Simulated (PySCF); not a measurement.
**H10O2Si4 (SMILES [SiH3]O[SiH]([SiH3])O[SiH3]): density, localisation and related maps**

Input

```
{"job": {"kind": "nmr", "xc": "PBE0", "basis": "pcSseg-1"}, "charge": 0, "multiplicity": 1}
Si     0.538388    -0.799447    -0.643271
Si    -0.339293    -0.339290    -2.762958
O      1.297418     0.564604    -0.094045
Si     1.420536     1.833312     0.964729
O     -0.729563    -1.198878     0.344631
Si    -1.457560    -1.064889     1.828825
H      1.529838    -1.913503    -0.616071
H     -1.263111     0.832822    -2.653361
H      0.753088    -0.001422    -3.727520
H     -1.104063    -1.509867    -3.293582
H      1.293851     1.344582     2.371418
H      2.752547     2.474687     0.779925
H      0.344130     2.833754     0.700725
H     -0.662167    -1.784968     2.867835
H     -1.564847     0.375217     2.214607
H     -2.820723    -1.658036     1.740299
```

Run with:

```sh
OMP_NUM_THREADS=1 python cluster_run.py task.json out
```

Geometry: PBE0-D3(BJ)/def2-SVP.

Theory: PBE0/pcSseg-1, SCF density, gas phase, non-relativistic in PySCF 2.14.0.

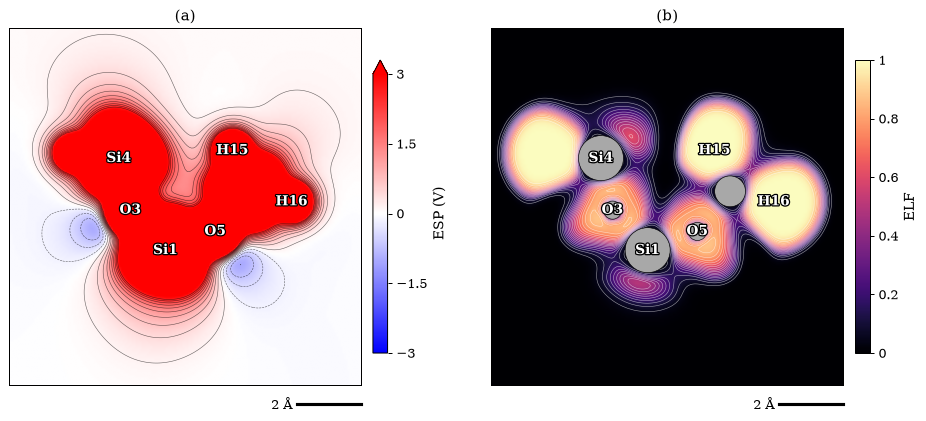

Figure 1. (a) molecular electrostatic potential; (b) electron localisation function on the plane of atoms Si1, O3 and Si4. Grey discs cover the atomic cores in the ELF map.

**Describe what can be read from this map.**

The section cuts through Si, O and H sites.
Si–O (1.65 Å): the ELF peaks at about 0.85 between the atoms, as expected for a shared but strongly polarised pair.
The ELF also peaks beside O5 and O3, away from the bonds: lone-pair regions.
Outside the dense part of the molecule the potential is most negative (−1.0 V) near O5.

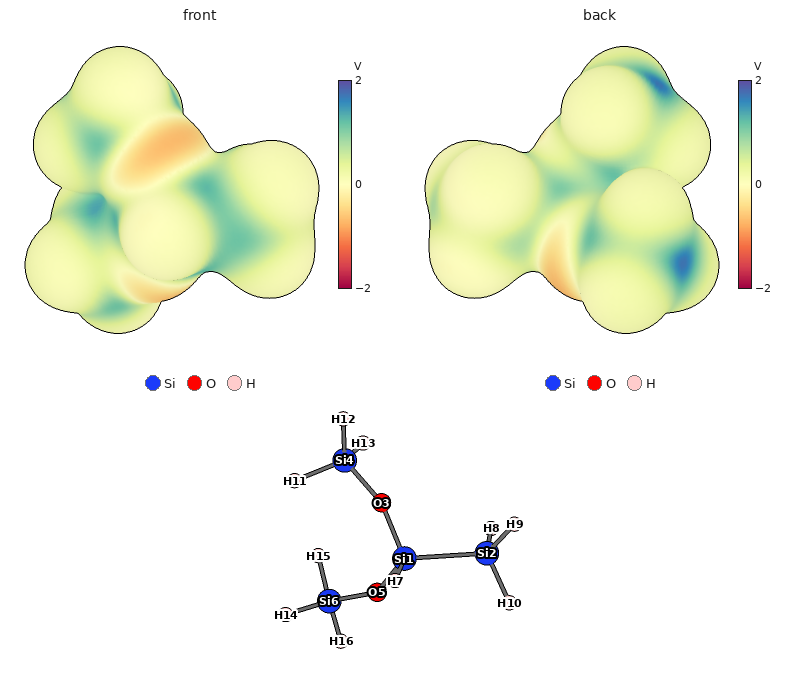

Figure 2. The molecular electrostatic potential painted on the density surface at 0.002 e/bohr³, seen from the front and from behind; the colour scale runs from red (negative) to blue (positive). The bare structure is drawn below in the same view.

**Where is the surface potential most negative and most positive?**

The most negative region (about −0.7 V, or −16 kcal/mol for a unit charge) lies over O3 and O5, the most positive (about +1.6 V, or +37 kcal/mol for a unit charge) over Si4 and Si6.
